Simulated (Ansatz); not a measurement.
Consider Cl4FHOW.

```xyz
8

W     0.0214   -0.0194   -0.1098
F     0.0570    0.0695    1.7374
Cl    2.3224    0.0054   -0.0255
O    -0.1264    1.7759   -0.2335
H    -0.5894    2.6019   -0.2940
Cl   -2.3180   -0.0543   -0.0216
Cl   -0.0660   -2.3141    0.0975
Cl    0.0646   -0.2380   -2.4006
```

Core potentials replace the inner electrons of W.

These are results of Ansatz, RHF/def2-SVP, not measurements.

**What will maps of the electron density and electron localisation function show?**

W–O (1.81 Å): ρ is about 1.3 e/Å³ halfway; the ELF peaks at about 0.85 in the valence shell of O, 0.5 Å from its nucleus, and drops to about 0.25 between the two atoms.
W–Cl (2.30 Å): ρ at the midpoint is about 0.71 e/Å³; the ELF peaks at about 0.85 in the valence shell of Cl, 0.9 Å from its nucleus, and is about 0.45 at the midpoint.
O–H (0.95 Å): ρ is about 3.9 e/Å³ halfway; the ELF climbs to about 1 towards the hydrogen, as it does in any bond to H; an ordinary covalent bond to hydrogen.

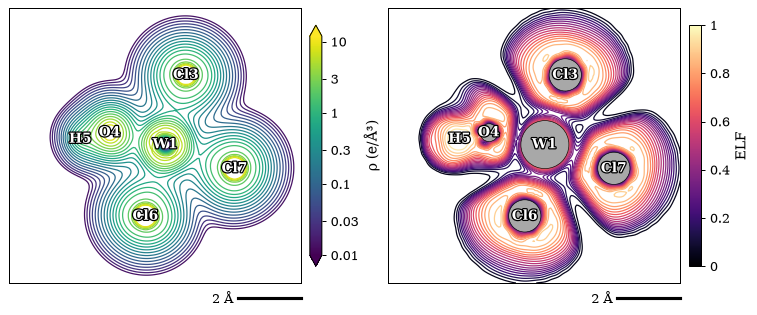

Computed electron density and electron localisation function on the plane of atoms O4, W1 and Cl6, in this order. Grey discs cover the atomic cores in the ELF map. 
